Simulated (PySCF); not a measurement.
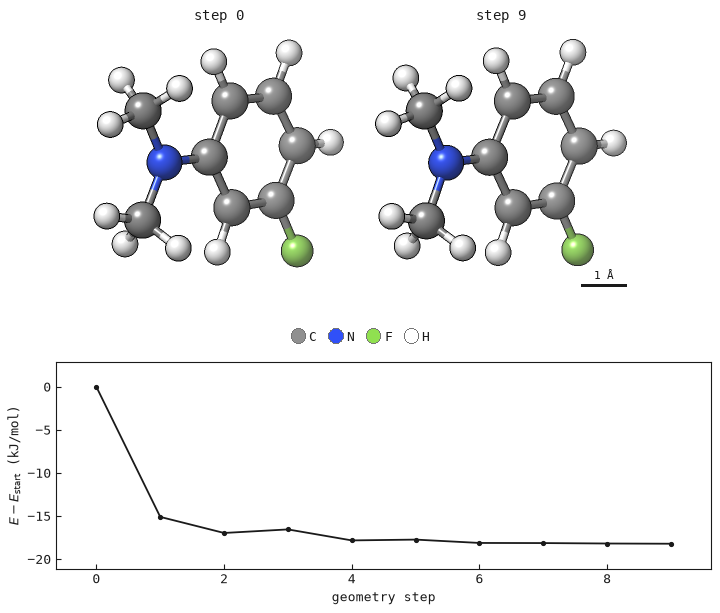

First and last geometry of a relaxation of C$_{8}$H$_{10}$FN, with the history of the run. The picture is a ball-and-stick view, seen from a free direction.

The start comes from GFN2-xTB. Its atoms were then displaced at random by about 0.01 Å.

Theory: PBE0-D3(BJ)/def2-SVP geometry optimisation, gas phase in PySCF. 

Question: Read the history and describe the run.

Answer: It converged. Over 9 geometry steps the energy falls by 18.2 kJ/mol. The largest move after the best rigid fit is that of an H atom, 0.14 Å. By element the largest moves are H 0.14 Å, F 0.05 Å, C 0.05 Å, N 0.01 Å. Near-neighbour distances that change, for instance: C–H 1.135 → 1.097 Å, C–H 1.068 → 1.104 Å, C–N 1.407 → 1.374 Å, C–F 1.364 → 1.335 Å. Among the angles between lasting bonds that change: H–C–H 105.0° → 107.8°, C–C–C 120.4° → 117.7°, H–C–H 110.1° → 107.6°.

```json
{"step": "0", "E − E(0), kJ/mol": "0.00"}
{"step": "1", "E − E(0), kJ/mol": "-15.10"}
{"step": "2", "E − E(0), kJ/mol": "-16.96"}
{"step": "3", "E − E(0), kJ/mol": "-16.55"}
{"step": "4", "E − E(0), kJ/mol": "-17.83"}
{"step": "5", "E − E(0), kJ/mol": "-17.73"}
{"step": "6", "E − E(0), kJ/mol": "-18.12"}
{"step": "7", "E − E(0), kJ/mol": "-18.13"}
{"step": "8", "E − E(0), kJ/mol": "-18.19"}
{"step": "9", "E − E(0), kJ/mol": "-18.21"}
```
